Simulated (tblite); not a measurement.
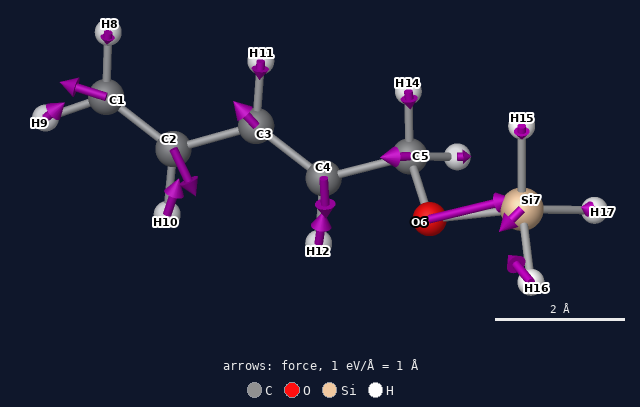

Starting geometry of C5H10OSi with the computed forces as purple arrows. A ball-and-stick model, seen at a tilt.

Method: GFN2-xTB geometry optimisation, gas phase (tblite 0.8.0). 

Is this structure relaxed? If not, where do the atoms go?

It isn't relaxed: the largest force vector, on the O atom, is 1.45 eV/Å. The final displacements have little in common with the starting forces (cosine between the two patterns 0.24). An H atom moves most after the best rigid fit: 0.40 Å. Largest moves by element: H 0.40 Å, O 0.19 Å, C 0.09 Å, Si 0.04 Å. Among the contacts that change: O–Si 1.668 → 1.617 Å, H–Si 1.491 → 1.452 Å, C–H 1.101 → 1.081 Å, H–Si 1.481 → 1.467 Å. Bond angles that change, for instance: C–O–Si 118.3° → 129.5°, O–Si–H 109.5° → 99.1°, H–Si–H 110.4° → 113.9°. The energy falls by 0.169 eV in 53 geometry steps.
